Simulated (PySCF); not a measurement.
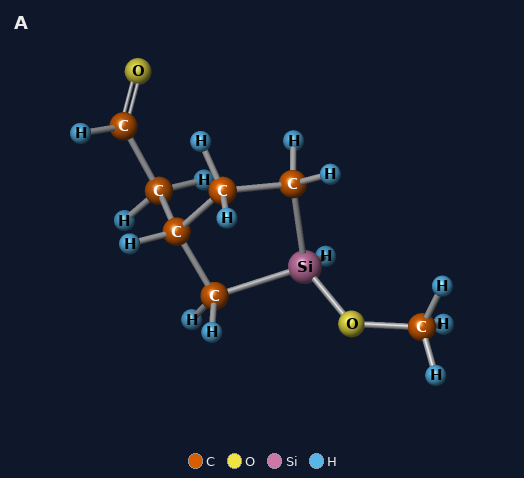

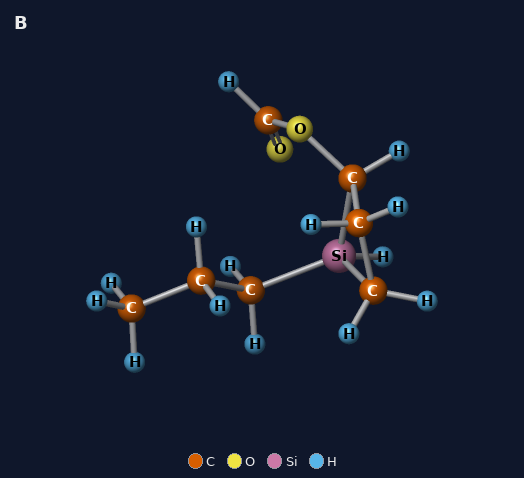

2 stationary structures of one formula. Geometries: GFN2-xTB. Electronic energies: PBE0/pcSseg-1 (PySCF 2.14.0), without zero-point energy. No frequency run is at hand to confirm each as a minimum. Each is one conformer, not always the lowest.

Are they conformers, stereoisomers or constitutional isomers?

They are constitutional isomers of C7H14O2Si: A `CO[Si@@H]1CC[C@@H](CC=O)C1`, B `CCC[Si@@H]1CC[C@@H]1OC=O`.

Which structure is the most stable?

A is lowest; B lies 0.932 eV above it.

The geometry is semi-empirical. Around Si such bond lengths and angles can be off by a tenth of an ångström or more and by several degrees, and values that hang on the shape move with them.
